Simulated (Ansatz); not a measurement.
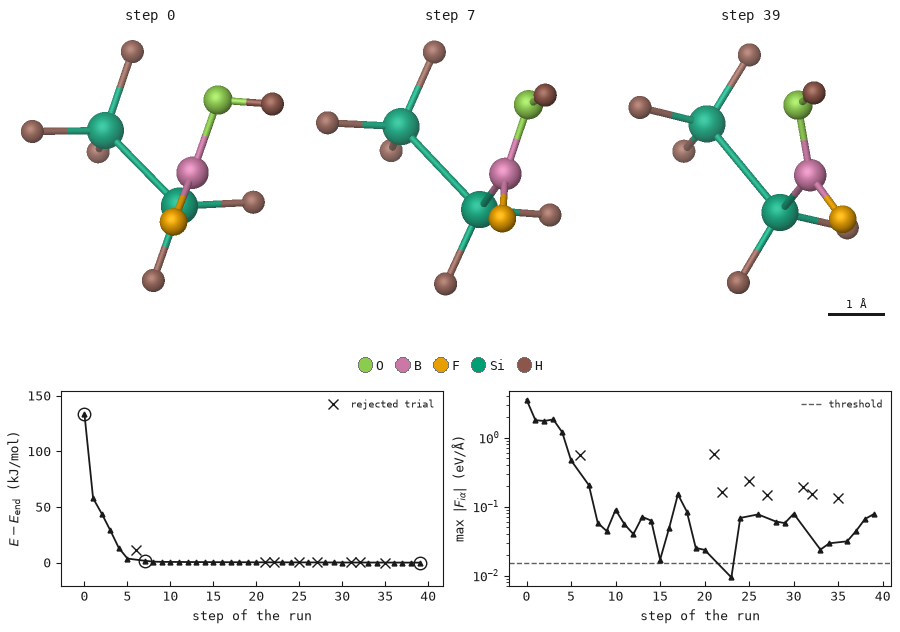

Frames of a relaxation of BSi₂H₆OF, marked on the history of the run. A ball-and-stick model, seen from a free direction.

The run prepares an end point of a later path (torsion) calculation, from a guessed geometry.

Theory: RHF/def2-SVP (Ansatz 0.2.0). Set-up: no spin polarisation; force threshold 0.015 eV/Å; at most 40 steps.

Describe the path.

The relaxation stopped without meeting its thresholds, so the last structure isn't shown to be converged. It used up its limit of 40 steps. After 31 accepted moves (39 points after the start) the energy has fallen by 133.1 kJ/mol. The largest force component goes from 3.5 to 0.078 eV/Å. The line search rejected the trial steps at points 6, 21, 22, 25, 27, 31, 32, 35 of the run. The forces were under the threshold at step 23, but the run went on from there. The largest move after the best rigid fit is that of an H atom, 1.34 Å. Largest moves by element: H 1.34 Å, F 1.28 Å, O 0.38 Å, B 0.33 Å, Si 0.17 Å. Near-neighbour distances that change, for instance: Si–Si 2.185 → 2.370 Å, B–F 1.454 → 1.331 Å, B–O 1.421 → 1.340 Å, B–Si 1.978 → 2.053 Å. Bond angles that change, for instance: B–O–H 106.3° → 114.6°, O–B–F 121.3° → 118.0°, B–Si–H 106.1° → 109.3°. Groups turn about B–O by about 85°, B–Si by about 50°. The run took 48 s on 2 threads of Arm Neoverse V2, on a shared host, peak memory 0.21 GiB. From step 0 to 7: an H atom moves most (0.87 Å), energy −131.5 kJ/mol. From step 7 to 39: the F atom moves most (0.78 Å), energy −1.69 kJ/mol.
